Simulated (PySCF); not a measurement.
**Excited-state calculation, with input and output: C$_{2}$H$_{6}$AlCl**

- system: C$_{2}$H$_{6}$AlCl, SMILES [CH3][Al]([CH3])[Cl]
- method: TDDFT (BLYP)/def2-SVP, RKS (PySCF 2.14.0)

The geometry comes from this level: GFN2-xTB.

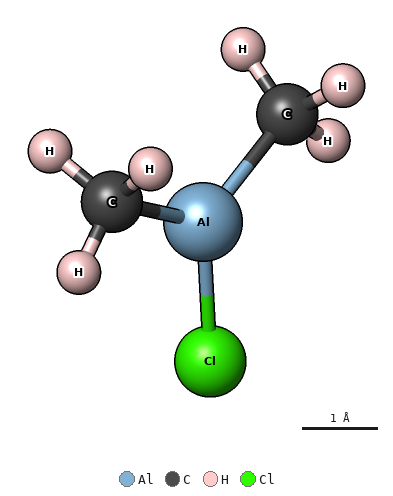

*The structure (ball-and-stick view, seen at a tilt). Sticks mark near contacts.*

## The input (run.py)
```python
# AlMe2Cl
from pyscf import gto, dft, tdscf

molecule = gto.Mole()
molecule.atom = '''
Al    -0.333990    -0.571060    -0.003240
C      1.658230    -0.653420    -0.001160
H      2.088760    -0.215280     0.903730
H      2.098030    -0.103840    -0.837810
H      2.024550    -1.683280    -0.063330
C     -1.381040     1.125560     0.003330
H     -1.243380     1.701470    -0.915810
H     -1.091020     1.791050     0.820570
H     -2.455350     0.938120     0.104340
Cl    -1.364800    -2.329320    -0.010610
'''
molecule.verbose = 4
molecule.max_memory = 1860
molecule.basis = 'def2-svp'
molecule.build()

ks = dft.RKS(molecule)
ks.xc = 'blyp'
ks.grids.level = 5
ks.conv_tol = 1e-10
ks.kernel()
if not ks.converged:
    ks = ks.newton().run(ks.mo_coeff, ks.mo_occ)

etot = ks.e_tot
print('E = %.10f Eh' % etot)

td = ks.TDDFT()
td.nstates = 3
td.kernel()
td.analyze()
roots = td.e * 27.211386
osc = td.oscillator_strength()
print('state   eV      nm      f')
for i, (w, f) in enumerate(zip(roots, osc), 1):
    print('%3d %9.4f %8.1f %9.5f' % (i, w, 1239.842 / w, f))
```

Hardware: 1 thread of Arm Neoverse V1, 24 GiB of memory available, shared host.

Launch command:
```bash
OMP_NUM_THREADS=1 python run.py
```

## What the program printed
```
PySCF version 2.14.0

[INPUT] num. atoms = 10
[INPUT] num. electrons = 48
[INPUT] charge = 0
[INPUT] spin (= nelec alpha-beta = 2S) = 0
[INPUT] symmetry False subgroup None
[INPUT] Mole.unit = angstrom
[INPUT] Symbol           X                Y                Z      unit          X                Y                Z       unit  Magmom
[INPUT]  1 Al    -0.333990000000  -0.571060000000  -0.003240000000 AA   -0.631149628343  -1.079147000694  -0.006122712644 Bohr   0.0
[INPUT]  2 C      1.658230000000  -0.653420000000  -0.001160000000 AA    3.133600551538  -1.234784844313  -0.002192082304 Bohr   0.0
[INPUT]  3 H      2.088760000000  -0.215280000000   0.903730000000 AA    3.947184339947  -0.406820240096   1.707802190553 Bohr   0.0
[INPUT]  4 H      2.098030000000  -0.103840000000  -0.837810000000 AA    3.964702101121  -0.196229160775  -1.583231444422 Bohr   0.0
[INPUT]  5 H      2.024550000000  -1.683280000000  -0.063330000000 AA    3.825845025488  -3.180938190958  -0.119676355469 Bohr   0.0
[INPUT]  6 C     -1.381040000000   1.125560000000   0.003330000000 AA   -2.609787367069   2.127000136765   0.006292787995 Bohr   0.0
[INPUT]  7 H     -1.243380000000   1.701470000000  -0.915810000000 AA   -2.349647668762   3.215312309164  -1.730630082138 Bohr   0.0
[INPUT]  8 H     -1.091020000000   1.791050000000   0.820570000000 AA   -2.061728996423   3.384593975402   1.550652566034 Bohr   0.0
[INPUT]  9 H     -2.455350000000   0.938120000000   0.104340000000 AA   -4.639939039951   1.772789871977   0.197174023837 Bohr   0.0
[INPUT] 10 Cl    -1.364800000000  -2.329320000000  -0.010610000000 AA   -2.579098214806  -4.401776856472  -0.020049994182 Bohr   0.0

nuclear repulsion = 190.160050917644
number of shells = 46
number of NR pGTOs = 162
number of NR cGTOs = 94
basis = def2-svp
ecp = {}

******** <class 'pyscf.dft.rks.RKS'> ********
method = RKS
initial guess = minao
damping factor = 0
level_shift factor = 0
DIIS = <class 'pyscf.scf.diis.CDIIS'>
diis_start_cycle = 1
diis_space = 8
diis_damp = 0
SCF conv_tol = 1e-10
SCF conv_tol_grad = None
SCF max_cycles = 50
direct_scf = True
direct_scf_tol = 1e-13
XC library pyscf.dft.libxc version 7.0.0
    S. Lehtola, C. Steigemann, M. J.T. Oliveira, and M. A.L. Marques.,  SoftwareX 7, 1–5 (2018)
XC functionals = blyp
    A. D. Becke.,  Phys. Rev. A 38, 3098 (1988)
    C. Lee, W. Yang, and R. G. Parr.,  Phys. Rev. B 37, 785 (1988)
    B. Miehlich, A. Savin, H. Stoll, and H. Preuss.,  Chem. Phys. Lett. 157, 200 (1989)
radial grids:
    Treutler-Ahlrichs [JCP 102, 346 (1995); DOI:10.1063/1.469408] (M4) radial grids

becke partition: Becke, JCP 88, 2547 (1988); DOI:10.1063/1.454033
pruning grids: <function nwchem_prune>
grids dens level: 5
symmetrized grids: False
atomic radii adjust function: <function treutler_atomic_radii_adjust>
small_rho_cutoff = 0
Set gradient conv threshold to 1e-05
Initial guess from minao.
tot grids = 313296
init E= -782.083315394073
  HOMO = -0.325897179728978  LUMO = -0.0667011306458667  gap/eV = 7.05308
cycle= 1 E= -782.047834754281  delta_E= 0.0355  |g|= 0.704  |ddm|= 3.08
  HOMO = -0.137605959650606  LUMO = -0.03031764560229  gap/eV = 2.91946
cycle= 2 E= -781.847473734086  delta_E=  0.2  |g|= 1.06  |ddm|= 1.98
  HOMO = -0.231936616254299  LUMO = -0.0417152594022432  gap/eV = 5.17619
cycle= 3 E= -782.18753035712  delta_E= -0.34  |g|= 0.0685  |ddm|= 1.27
  HOMO = -0.229358008074459  LUMO = -0.042296227053054  gap/eV = 5.09021
cycle= 4 E= -782.188641531361  delta_E= -0.00111  |g|= 0.0324  |ddm|= 0.132
  HOMO = -0.229918890579777  LUMO = -0.0427694071073978  gap/eV = 5.09260
cycle= 5 E= -782.188923318706  delta_E= -0.000282  |g|= 0.00795  |ddm|= 0.0509
  HOMO = -0.229432612622853  LUMO = -0.0422988584635227  gap/eV = 5.09217
cycle= 6 E= -782.188942686722  delta_E= -1.94e-05  |g|= 0.000894  |ddm|= 0.0111
  HOMO = -0.22960162642917  LUMO = -0.0424811930288786  gap/eV = 5.09181
cycle= 7 E= -782.188942944886  delta_E= -2.58e-07  |g|= 0.000186  |ddm|= 0.00194
  HOMO = -0.229586441261757  LUMO = -0.0424563263325903  gap/eV = 5.09207
cycle= 8 E= -782.188942956782  delta_E= -1.19e-08  |g|= 4.17e-05  |ddm|= 0.000409
  HOMO = -0.229589016026146  LUMO = -0.04245909249908  gap/eV = 5.09206
cycle= 9 E= -782.188942957313  delta_E= -5.31e-10  |g|= 9.11e-06  |ddm|= 5.81e-05
  HOMO = -0.229588936611689  LUMO = -0.0424592456715924  gap/eV = 5.09206
cycle= 10 E= -782.18894295733  delta_E= -1.72e-11  |g|= 5.6e-06  |ddm|= 1.54e-05
  HOMO = -0.229588732643532  LUMO = -0.0424591523060696  gap/eV = 5.09206
```

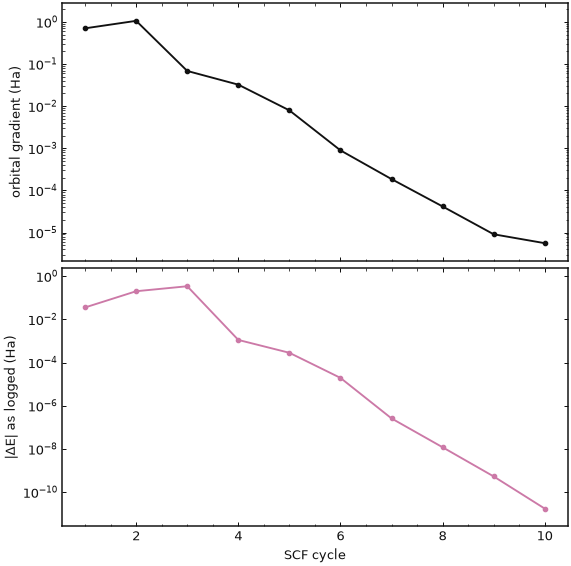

*Convergence of the self-consistent field: orbital gradient and size of the energy change against the SCF cycle.*

The residual falls almost steadily, with no more than small rises.

```
Extra cycle  E= -782.188942957308  delta_E= 2.23e-11  |g|= 1.05e-05  |ddm|= 1.68e-05
converged SCF energy = -782.188942957308
E = -782.1889429573 Eh

******** <class 'pyscf.tdscf.rks.CasidaTDDFT'> for <class 'pyscf.dft.rks.RKS'> ********
nstates = 3 singlet
deg_eia_thresh = 1.000e-03
wfnsym = None
conv_tol = 1e-05
eigh lindep = 1e-12
eigh level_shift = 0
eigh max_cycle = 100

Excitation energies (eV)
[5.15051    6.31909582 6.44248392]

** Singlet excitation energies and oscillator strengths **
      24 -> 25       -0.70658
      24 -> 26       -0.69410
      23 -> 25        0.70358

** Transition electric dipole moments (AU) **
state          X           Y           Z        Dip. S.      Osc.
  1        -0.0002     -0.0021     -0.0001      0.0000      0.0000
  2        -0.8582      0.5009     -0.0024      0.9875      0.1529
  3        -0.0008     -0.0007     -0.0008      0.0000      0.0000

** Transition velocity dipole moments (imaginary part, AU) **
state          X           Y           Z        Dip. S.      Osc.
  1         0.0001     -0.0000     -0.0000      0.0000      0.0000
  2        -0.2203      0.1285     -0.0023      0.0651      0.1868
  3         0.0001      0.0001     -0.0002      0.0000      0.0000

** Transition magnetic dipole moments (imaginary part, AU) **
state          X           Y           Z
  1         0.5549      0.9473      0.0047
  2         0.0001     -0.0011      0.1706
  3         0.1144      0.1908      0.0040
state   eV      nm      f
  1    5.1505    240.7   0.00000
  2    6.3191    196.2   0.15287
  3    6.4425    192.4   0.00000
```

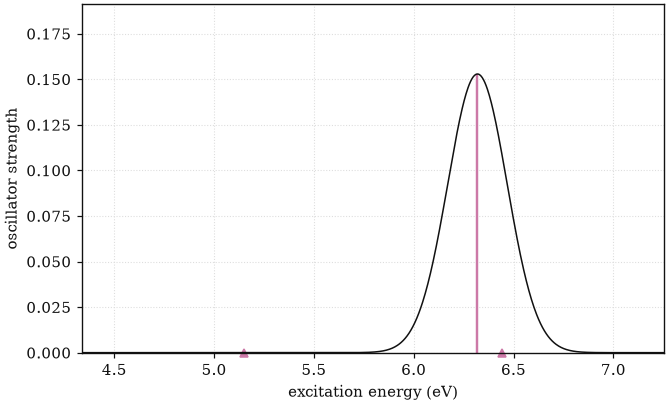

*Computed excitations as sticks (degenerate states added up, dark ones marked on the axis), with a Gaussian envelope of 0.35 eV full width at half maximum, scaled to the tallest.*

Of the 3 states the lowest lies at 5.15 eV (f = 0.000); the strongest line is at 6.32 eV, or 196 nm (f = 0.153).

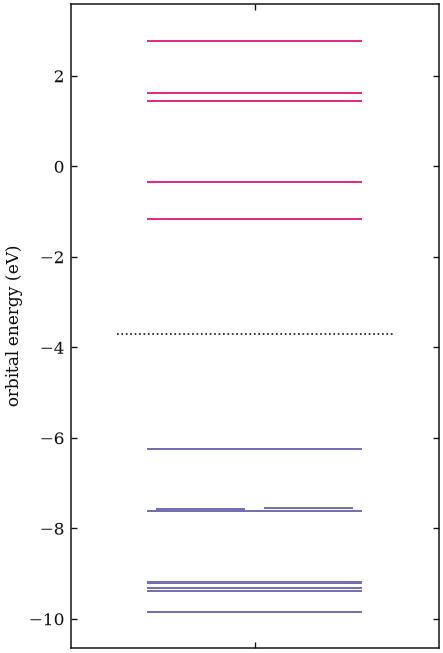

*Orbital energies near the frontier; the dotted line parts filled from empty levels, and levels within 0.02 eV of each other stand side by side.*

Highest filled −6.25 eV, lowest empty −1.16 eV, 5.09 eV apart.

## Results in brief

```json
{"quantity": "outcome", "value": "converged"}
{"quantity": "total energy", "value": "−782.188943 hartree"}
{"quantity": "basis functions", "value": "94"}
{"quantity": "HOMO", "value": "−6.25 eV"}
{"quantity": "LUMO", "value": "−1.16 eV"}
{"quantity": "dipole moment", "value": "1.32 D"}
{"quantity": "lowest excitation", "value": "5.15 eV"}
{"quantity": "wall time", "value": "2.5 min"}
{"quantity": "peak memory", "value": "0.76 GiB"}
```
